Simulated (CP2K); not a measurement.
Consider acetonitrile monohydrate at its PBE geometry (Å).

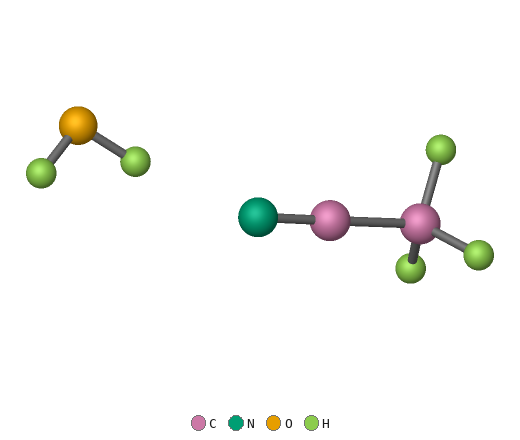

The molecule (carbon pink, nitrogen teal, oxygen orange, hydrogen green).

```xyz
9

C    -0.8512    1.5426    1.1268
C    -0.1570    0.6170    0.2486
N     0.3967   -0.1305   -0.4470
O     1.1075   -2.7987   -1.5023
H    -1.2961    0.9930    1.9668
H    -0.1512    2.2897    1.5223
H    -1.6505    2.0601    0.5802
H     1.6902   -2.6940   -2.2713
H     0.9115   -1.8792   -1.2241
```

Method: CP2K XAS_TDP, all-electron GAPW, PBEh(45%), aug-cc-pVDZ, TDA, no relativity.

Question: Predict the bright core excitations at the N K edge.

Leading lines: N3 395.85 eV. The leading line of an atom is its first one with 35 % of the strongest within 2.5 eV of its lowest line over the strength cut. 

The first six lines of each atom with a strength over 0.0015:

| atom | energy (eV) | states | strength, one atom |
| --- | --- | --- | --- |
| N3 (bonded to C, takes 1 H bond) | 395.85 | 2 | 0.1062 |
|  | 400.17 | 1 | 0.0019 |
|  | 402.02 | 1 | 0.0045 |
|  | 403.29 | 1 | 0.0043 |
|  | 403.95 | 1 | 0.0052 |
|  | 403.98 | 1 | 0.0052 |

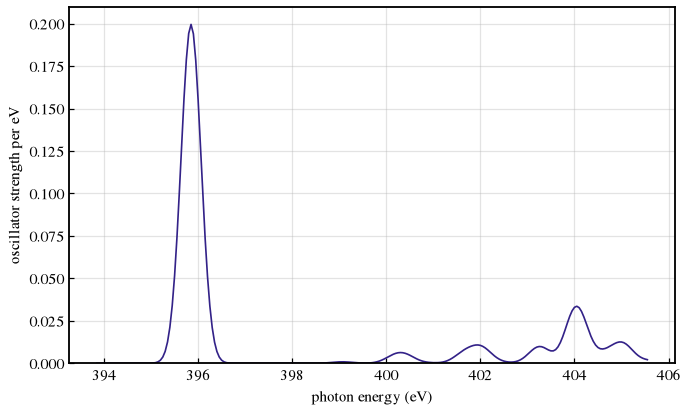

All atoms added, broadened by 0.5 eV.

Lines are vertical, at one geometry, with no vibrational structure. Without a correction of the core level, line positions, and the gaps between valence and Rydberg lines, follow the share of exact exchange. At this level such K lines come out 3 to 6 eV under measured ones. These values hold no scalar relativity, about 0.2 eV for N 1s. Rydberg lines, and the discretised continuum above threshold, depend on the basis and the box. This is one low-energy arrangement of the cluster, relaxed without a dispersion correction; others exist.

[Banner, clock and machine lines of the logs are left out without a mark of their own.]

[Logs are printed without paths, hosts, clocks, repeated set-up lines and the standing remarks that a program may print on its own settings, such as how far it seeks lower states.]

[Hosts, paths, dates, database ids (printed as entryN), source tags and the programs' standing remarks are cut or masked in the printed files.]
